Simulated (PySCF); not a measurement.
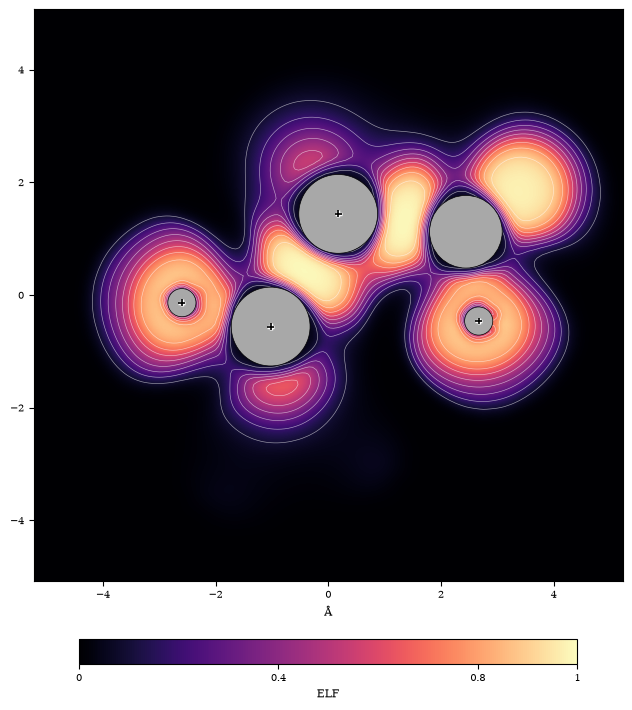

The electron localisation function on a plane through atoms (crosses mark nuclei in the plane; grey discs cover the cores).

All numbers below come from CAM-B3LYP/def2-SVPD, SCF density, gas phase (PySCF 2.14.0).

Candidates:
A. F2H8Si4
B. C3H12N2Si2

**Which system is this?**

Candidate A: F2H8Si4 on the plane of atoms Si3, Si4 and F5, which holds F and Si. Si–F (1.63 Å): the ELF peaks at about 0.85 in the valence shell of F, 0.6 Å from its nucleus, and is about 0.50 at the midpoint. Si–Si (2.33 Å): the ELF peaks at about 1 between the atoms, as expected for localised, covalent bonding.
